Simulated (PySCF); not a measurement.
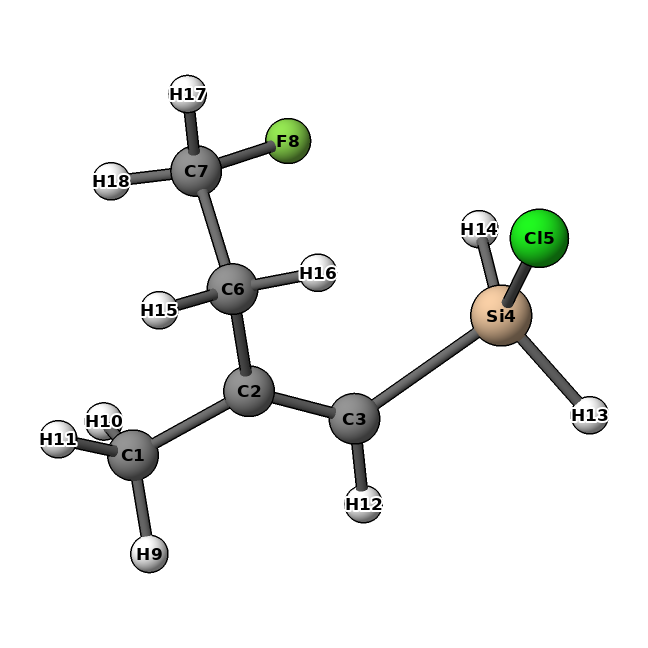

The questions are on Mulliken spin populations. The species has charge +1 and is a spin doublet. The computed structure is the end point of a GFN2-xTB optimisation. No frequency run is at hand to confirm it as a minimum. Properties computed with UKS B3LYP, pcH-1 on C Cl F H Si, non-relativistic (PySCF 2.14.0).

> Which atom carries the largest spin population?

C3 (0.56 e).

> Which atom has the lowest spin population?

Si4 (−0.01 e).

List the Mulliken spin populations.

```json
{"atom": "C1", "value (e)": "0.02"}
{"atom": "C2", "value (e)": "0.23"}
{"atom": "C3", "value (e)": "0.56"}
{"atom": "Si4", "value (e)": "−0.01"}
{"atom": "Cl5", "value (e)": "0.06"}
{"atom": "C6", "value (e)": "0.01"}
{"atom": "C7", "value (e)": "0.04"}
{"atom": "F8", "value (e)": "0.00"}
{"atom": "H9", "value (e)": "0.01"}
{"atom": "H10", "value (e)": "0.02"}
{"atom": "H11", "value (e)": "0.01"}
{"atom": "H12", "value (e)": "0.00"}
{"atom": "H13", "value (e)": "0.04"}
{"atom": "H14", "value (e)": "0.00"}
{"atom": "H15", "value (e)": "0.01"}
{"atom": "H16", "value (e)": "0.00"}
{"atom": "H17", "value (e)": "0.01"}
{"atom": "H18", "value (e)": "0.00"}
```

Mulliken values depend strongly on the basis set. The geometry is semi-empirical. Around Si such bond lengths and angles can be off by a tenth of an ångström or more and by several degrees, and values that hang on the shape move with them.
